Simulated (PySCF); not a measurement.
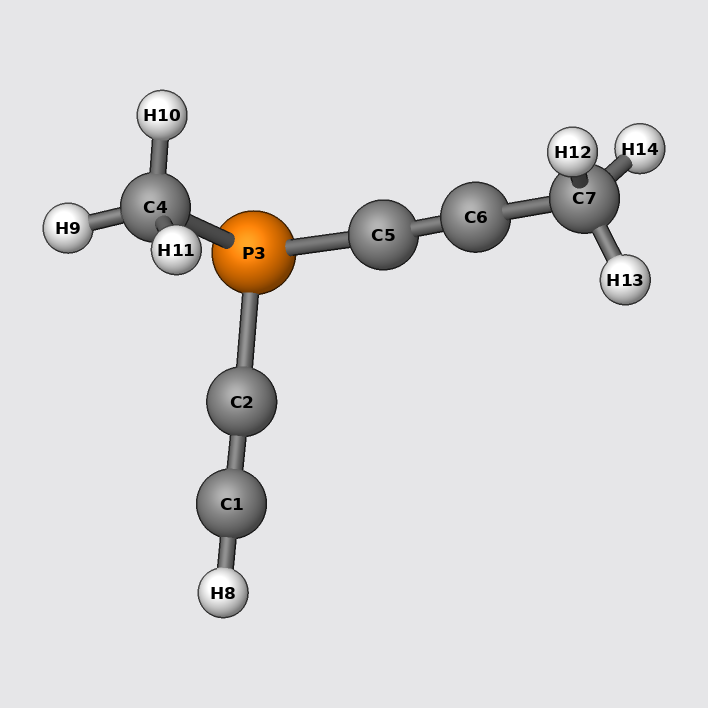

Computed geometry: GFN2-xTB optimisation. No frequency run is at hand to confirm it as a minimum. Method: GIAO PBE0/pcSseg-1 NMR shielding, non-relativistic, gas phase (PySCF 2.14.0). Principal shieldings σ11 ≤ σ22 ≤ σ33, span Ω = σ33 − σ11, skew κ = 3(σiso − σ22)/Ω.

Give the shielding tensors of the P atoms.

```
atom    σ11    σ22    σ33   σiso     Ω      κ
  P3  368.7  447.6  461.4  425.9  92.7  −0.70
```

Shieldings and span in ppm.

The geometry is semi-empirical. Around P such bond lengths and angles can be off by a tenth of an ångström or more and by several degrees, and values that hang on the shape move with them.
